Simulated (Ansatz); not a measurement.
## Molecular dynamics of SiH$_{3}$OF$_{3}$ (part 4 of 4)

The same run, continued: SiH$_{3}$OF$_{3}$; RKS B3LYP/def2-SVP (Ansatz 0.2.0). It belongs to a series of runs on one base structure; here: dynamics from the highest image of the converged band.

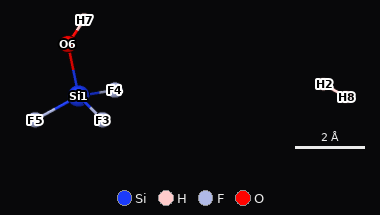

Figure 1. The geometry at step 165 of the log (ball-and-stick view, seen at a tilt; atoms are numbered from 1 in the order of the input).

Trajectory as extended XYZ, continued
```
8
Properties=species:S:1:pos:R:3:forces:R:3 step=131 time_fs=65.5 energy=-18118.61389 temperature=1765.4
Si   -0.4782   -0.2396   -0.3849    3.0230   1.9699   0.0588
H     2.7167    3.1143    3.0877    0.0063   0.0231   0.0251
F     0.9507   -0.4534    0.4236   -0.8527  -1.1961  -1.7115
F    -0.2759    1.3981   -0.4896   -0.5727  -1.0460  -1.5605
F    -0.8604   -1.0768   -1.7659    0.8820   1.2732   1.9406
O    -1.4639   -0.3276    0.8408   -2.4649  -0.8236   1.1123
H    -2.2507    0.2340    0.8071   -0.0137  -0.1764   0.1612
H     2.8905    3.6232    3.6275   -0.0072  -0.0241  -0.0260
8
Properties=species:S:1:pos:R:3:forces:R:3 step=135 time_fs=67.5 energy=-18118.62728 temperature=1782.8
Si   -0.4788   -0.2340   -0.3782    3.0568   1.3042  -0.7875
H     2.8080    3.2318    3.1801    0.0543   0.1127   0.1115
F     0.9346   -0.4606    0.4298   -0.4720  -1.1824  -1.6026
F    -0.2855    1.3869   -0.4991   -0.5280  -0.6067  -1.5123
F    -0.8547   -1.0697   -1.7775    0.9259   1.4069   2.2251
O    -1.4587   -0.3418    0.8374   -2.8219  -0.7659   1.4154
H    -2.1979    0.2795    0.8025   -0.1602  -0.1552   0.2626
H     3.0572    3.7473    3.6885   -0.0549  -0.1135  -0.1122
8
Properties=species:S:1:pos:R:3:forces:R:3 step=138 time_fs=69.0 energy=-18118.66538 temperature=1831.9
Si   -0.4765   -0.2287   -0.3739    2.7462   0.7370  -1.1557
H     2.8776    3.3225    3.2520    0.0803   0.1354   0.1263
F     0.9218   -0.4675    0.4323   -0.1060  -1.1723  -1.4666
F    -0.2933    1.3775   -0.5083   -0.4721  -0.1920  -1.4711
F    -0.8493   -1.0625   -1.7832    0.9494   1.4630   2.3628
O    -1.4593   -0.3537    0.8371   -2.9054  -0.6580   1.4108
H    -2.1620    0.3096    0.8054   -0.2118  -0.1771   0.3204
H     3.1810    3.8378    3.7318   -0.0807  -0.1361  -0.1269
8
Properties=species:S:1:pos:R:3:forces:R:3 step=142 time_fs=71.0 energy=-18118.75038 temperature=1941.3
Si   -0.4702   -0.2207   -0.3694    1.8841  -0.0670  -1.2530
H     2.9731    3.4476    3.3516    0.0405   0.0536   0.0461
F     0.9048   -0.4789    0.4330    0.4658  -1.1634  -1.2170
F    -0.3047    1.3649   -0.5231   -0.3731   0.4430  -1.4130
F    -0.8403   -1.0504   -1.7866    0.9651   1.4699   2.4338
O    -1.4661   -0.3710    0.8395   -2.7388  -0.4128   1.0872
H    -2.1210    0.3435    0.8200   -0.2030  -0.2692   0.3623
H     3.3435    3.9544    3.7856   -0.0406  -0.0541  -0.0465
8
Properties=species:S:1:pos:R:3:forces:R:3 step=146 time_fs=73.0 energy=-18118.85402 temperature=2074.9
Si   -0.4613   -0.2128   -0.3667    0.6479  -0.8356  -0.9790
H     3.0701    3.5749    3.4532    0.0186   0.0193   0.0151
F     0.8886   -0.4927    0.4313    1.0850  -1.1624  -0.9057
F    -0.3168    1.3531   -0.5408   -0.2597   1.0987  -1.3483
F    -0.8293   -1.0352   -1.7851    0.9561   1.3904   2.3683
O    -1.4794   -0.3892    0.8445   -2.2186  -0.1696   0.5069
H    -2.0879    0.3673    0.8484   -0.2107  -0.3212   0.3581
H     3.5045    4.0687    3.8374   -0.0186  -0.0196  -0.0154
8
Properties=species:S:1:pos:R:3:forces:R:3 step=150 time_fs=75.0 energy=-18118.95421 temperature=2204.0
Si   -0.4516   -0.2061   -0.3653   -0.7098  -1.4223  -0.4762
H     3.1682    3.7034    3.5556    0.1051   0.0995   0.0693
F     0.8747   -0.5088    0.4278    1.6730  -1.1637  -0.5696
F    -0.3294    1.3436   -0.5613   -0.1493   1.6580  -1.2658
F    -0.8164   -1.0173   -1.7788    0.9107   1.2134   2.1557
O    -1.4981   -0.4078    0.8507   -1.4627  -0.0179  -0.1599
H    -2.0630    0.3790    0.8904   -0.2620  -0.2672   0.3159
H     3.6643    4.1818    3.8884   -0.1049  -0.0998  -0.0695
8
Properties=species:S:1:pos:R:3:forces:R:3 step=154 time_fs=77.0 energy=-18119.04232 temperature=2317.6
Si   -0.4429   -0.2013   -0.3645   -1.9175  -1.6716   0.1514
H     3.2701    3.8354    3.6605    0.1365   0.1117   0.0678
F     0.8642   -0.5272    0.4231    2.1322  -1.1502  -0.2650
F    -0.3423    1.3374   -0.5843   -0.0538   1.9933  -1.1473
F    -0.8017   -0.9969   -1.7682    0.8159   0.9264   1.7792
O    -1.5202   -0.4265    0.8566   -0.7148   0.1149  -0.7599
H    -2.0479    0.3806    0.9445   -0.2622  -0.2126   0.2417
H     3.8203    4.2914    3.9369   -0.1364  -0.1118  -0.0679
8
Properties=species:S:1:pos:R:3:forces:R:3 step=158 time_fs=79.0 energy=-18119.12149 temperature=2419.7
Si   -0.4367   -0.1987   -0.3635   -2.7604  -1.4944   0.8740
H     3.3768    3.9713    3.7679    0.0436   0.0300   0.0152
F     0.8579   -0.5480    0.4178    2.3687  -1.0954  -0.0538
F    -0.3553    1.3352   -0.6097    0.0237   2.0190  -0.9739
F    -0.7853   -0.9747   -1.7540    0.6611   0.5212   1.2213
O    -1.5442   -0.4449    0.8606   -0.1310   0.3038  -1.1966
H    -2.0426    0.3737    1.0076   -0.1624  -0.2540   0.1290
H     3.9715    4.3970    3.9830   -0.0434  -0.0301  -0.0153
8
Properties=species:S:1:pos:R:3:forces:R:3 step=162 time_fs=81.0 energy=-18119.19186 temperature=2510.4
Si   -0.4343   -0.1981   -0.3613   -3.1251  -0.9210   1.6920
H     3.4855    4.1087    3.8759    0.0400   0.0238   0.0093
F     0.8564   -0.5710    0.4124    2.3253  -0.9742   0.0229
F    -0.3683    1.3370   -0.6370    0.0850   1.7337  -0.7337
F    -0.7676   -0.9514   -1.7373    0.4463   0.0055   0.4826
O    -1.5684   -0.4626    0.8618    0.3145   0.4528  -1.4631
H    -2.0434    0.3570    1.0756   -0.0461  -0.2966  -0.0007
H     4.1208    4.5012    4.0283   -0.0399  -0.0239  -0.0093
8
Properties=species:S:1:pos:R:3:forces:R:3 step=165 time_fs=82.5 energy=-18119.23551 temperature=2566.7
Si   -0.4353   -0.1986   -0.3581   -3.0834  -0.3140   2.3433
H     3.5681    4.2124    3.9572    0.1329   0.0727   0.0208
F     0.8584   -0.5896    0.4084    2.1097  -0.8324  -0.0093
F    -0.3780    1.3407   -0.6584    0.1214   1.3633  -0.5106
F    -0.7537   -0.9338   -1.7241    0.2567  -0.4316  -0.1631
O    -1.5862   -0.4752    0.8604    0.5975   0.4666  -1.5860
H    -2.0455    0.3373    1.1269   -0.0020  -0.2519  -0.0743
H     4.2317    4.5787    4.0620   -0.1328  -0.0727  -0.0208
8
Properties=species:S:1:pos:R:3:forces:R:3 step=169 time_fs=84.5 energy=-18119.27617 temperature=2619.1
Si   -0.4402   -0.1995   -0.3511   -2.6811   0.5669   3.1493
H     3.6828    4.3530    4.0663    0.1744   0.0818   0.0100
F     0.8647   -0.6158    0.4030    1.6263  -0.5806  -0.1404
F    -0.3906    1.3480   -0.6879    0.1575   0.7598  -0.1667
F    -0.7348   -0.9113   -1.7069   -0.0014  -1.0189  -1.0510
O    -1.6086   -0.4910    0.8552    0.8840   0.4003  -1.6687
H    -2.0484    0.3029    1.1928    0.0147  -0.1276  -0.1225
H     4.3749    4.6796    4.1064   -0.1743  -0.0818  -0.0100
8
Properties=species:S:1:pos:R:3:forces:R:3 step=173 time_fs=86.5 energy=-18119.29826 temperature=2647.6
Si   -0.4488   -0.1996   -0.3397   -2.0091   1.3287   3.6604
H     3.8037    4.4966    4.1757    0.0571   0.0224  -0.0020
F     0.8743   -0.6432    0.3973    1.0051  -0.2760  -0.3152
F    -0.4029    1.3568   -0.7178    0.1780   0.1404   0.2123
F    -0.7158   -0.8908   -1.6918   -0.2163  -1.5077  -1.7902
O    -1.6289   -0.5058    0.8460    0.9894   0.3849  -1.6080
H    -2.0506    0.2635    1.2539    0.0528  -0.0704  -0.1595
H     4.5121    4.7776    4.1504   -0.0570  -0.0223   0.0021
8
Properties=species:S:1:pos:R:3:forces:R:3 step=177 time_fs=88.5 energy=-18119.30982 temperature=2662.6
Si   -0.4602   -0.1979   -0.3234   -1.1924   1.7946   3.6046
H     3.9270    4.6412    4.2851    0.0395   0.0127  -0.0048
F     0.8859   -0.6711    0.3910    0.3404   0.0565  -0.4724
F    -0.4148    1.3659   -0.7472    0.1824  -0.4095   0.6074
F    -0.6973   -0.8734   -1.6802   -0.3455  -1.7851  -2.1618
O    -1.6468   -0.5197    0.8330    0.9007   0.4490  -1.3644
H    -2.0507    0.2210    1.3090    0.1143  -0.1055  -0.2136
H     4.6467    4.8746    4.1944   -0.0394  -0.0127   0.0049
8
Properties=species:S:1:pos:R:3:forces:R:3 step=181 time_fs=90.5 energy=-18119.31260 temperature=2666.0
Si   -0.4732   -0.1938   -0.3022   -0.3001   1.8918   2.8228
H     4.0524    4.7864    4.3942    0.1680   0.0428  -0.0356
F     0.8983   -0.6989    0.3837   -0.2961   0.3950  -0.5702
F    -0.4264    1.3742   -0.7753    0.1733  -0.8460   1.0016
F    -0.6795   -0.8595   -1.6730   -0.3856  -1.7971  -2.0386
O    -1.6626   -0.5324    0.8166    0.6856   0.4657  -0.9993
H    -2.0466    0.1746    1.3559    0.1228  -0.1095  -0.2164
H     4.7793    4.9709    4.2387   -0.1679  -0.0427   0.0357
8
Properties=species:S:1:pos:R:3:forces:R:3 step=185 time_fs=92.5 energy=-18119.28934 temperature=2635.9
Si   -0.4866   -0.1871   -0.2771    0.6465   1.6737   1.3822
H     4.1838    4.9331    4.5020    0.1646   0.0305  -0.0492
F     0.9100   -0.7259    0.3752   -0.8579   0.7223  -0.5912
F    -0.4377    1.3809   -0.8015    0.1566  -1.1544   1.3781
F    -0.6624   -0.8493   -1.6699   -0.3728  -1.5827  -1.4755
O    -1.6768   -0.5441    0.7979    0.3681   0.3887  -0.5667
H    -2.0381    0.1243    1.3949    0.0594  -0.0476  -0.1270
H     4.9059    5.0658    4.2843   -0.1645  -0.0305   0.0493
8
Properties=species:S:1:pos:R:3:forces:R:3 step=188 time_fs=94.0 energy=-18119.23882 temperature=2570.7
Si   -0.4961   -0.1806   -0.2570    1.3746   1.3801   0.0324
H     4.2864    5.0440    4.5817    0.0639   0.0087  -0.0230
F     0.9177   -0.7453    0.3681   -1.2126   0.9521  -0.5574
F    -0.4459    1.3843   -0.8193    0.1440  -1.3015   1.6378
F    -0.6501   -0.8437   -1.6696   -0.3564  -1.3350  -0.8845
O    -1.6868   -0.5523    0.7829    0.0434   0.3281  -0.1732
H    -2.0300    0.0852    1.4208    0.0070  -0.0238  -0.0552
H     4.9968    5.1362    4.3197   -0.0639  -0.0086   0.0231
8
Properties=species:S:1:pos:R:3:forces:R:3 step=192 time_fs=96.0 energy=-18119.11972 temperature=2417.3
Si   -0.5070   -0.1703   -0.2304    2.2930   0.9129  -1.8263
H     4.4253    5.1920    4.6871    0.0338   0.0024  -0.0150
F     0.9258   -0.7693    0.3577   -1.5815   1.2279  -0.4569
F    -0.4566    1.3866   -0.8401    0.1339  -1.3892   1.9385
F    -0.6343   -0.8387   -1.6706   -0.3498  -0.9777  -0.0593
O    -1.7001   -0.5624    0.7627   -0.4705   0.3045   0.4469
H    -2.0191    0.0319    1.4534   -0.0251  -0.0784  -0.0430
H     5.1159    5.2297    4.3676   -0.0338  -0.0023   0.0151
8
Properties=species:S:1:pos:R:3:forces:R:3 step=196 time_fs=98.0 energy=-18118.96372 temperature=2216.4
Si   -0.5149   -0.1587   -0.2062    2.9907   0.4106  -3.4203
H     4.5660    5.3402    4.7918    0.1496  -0.0032  -0.0834
F     0.9307   -0.7909    0.3463   -1.8216   1.4589  -0.3095
F    -0.4670    1.3861   -0.8569    0.1375  -1.3583   2.1704
F    -0.6193   -0.8356   -1.6717   -0.3669  -0.6611   0.6476
O    -1.7146   -0.5719    0.7435   -0.8979   0.2998   0.9918
H    -2.0090   -0.0243    1.4841   -0.0417  -0.1500  -0.0800
H     5.2331    5.3231    4.4164   -0.1496   0.0033   0.0835
8
Properties=species:S:1:pos:R:3:forces:R:3 step=200 time_fs=100.0 energy=-18118.81782 temperature=2028.5
Si   -0.5186   -0.1466   -0.1866    3.2737  -0.1331  -4.4887
H     4.7120    5.4882    4.8934    0.1498  -0.0163  -0.0999
F     0.9319   -0.8095    0.3343   -1.9265   1.6357  -0.1328
F    -0.4771    1.3828   -0.8694    0.1584  -1.2127   2.3176
F    -0.6050   -0.8338   -1.6716   -0.4010  -0.4237   1.1453
O    -1.7311   -0.5806    0.7267   -1.0261   0.2771   1.2071
H    -2.0007   -0.0861    1.5121   -0.0784  -0.1433  -0.0487
H     5.3451    5.4167    4.4682   -0.1499   0.0163   0.0999
```

This output came from the following input.

Input
```yaml
crystal:
  periodic: [false, false, false]
  atoms:
    - { symbol: Si, position_ang: [-0.269346, 0.031526, -0.119087] }
    - { symbol: H, position_ang: [-0.060494, 0.75759, 1.389536] }
    - { symbol: F, position_ang: [1.154447, -0.70353, 0.085682] }
    - { symbol: F, position_ang: [-0.25817, 1.468701, -0.844228] }
    - { symbol: F, position_ang: [-0.833575, -0.895937, -1.332822] }
    - { symbol: O, position_ang: [-1.702718, -0.354617, 0.908284] }
    - { symbol: H, position_ang: [-2.284193, -1.136235, 0.915398] }
    - { symbol: H, position_ang: [-1.007953, 0.202802, 1.631137] }
basis:
  gaussian: { orbitals: def2-SVP }
hamiltonian:
  xc: b3lyp
md:
  timestep: 0.5
  n_steps: 200
  ensemble: nve
  temperature: 300.0
  initial_velocities: maxwell_boltzmann
  seed: 2982
```

Command:
```bash
ansatz run input.yaml --threads 2 --pin off --max-ram 3072MiB --backend cpu --events-out ev --progress --plain --runs-dir out
```

Key numbers

| quantity | value |
| --- | --- |
| outcome | finished |
| mean temperature over the second half | 2240 K |
| trajectory | 200 steps, 100 fs |
| ensemble | nve |
| temperature in the input | 300.0 K |
| time step | 0.5 fs |
| potential energy (last step) | −18118.8181 eV |
| mean-field energy (last step) | −18118.8181 eV |
| largest force (length of the vector) (last step) | 5.557 eV/Å |
| hardware | 2 threads of Arm Neoverse V1, 24 GiB of memory available, shared host |
| wall time | 4.9 min (CPU time 9.5 min) |
| peak memory | 0.17 GiB |

Remarks

So short a trajectory is not equilibrated.
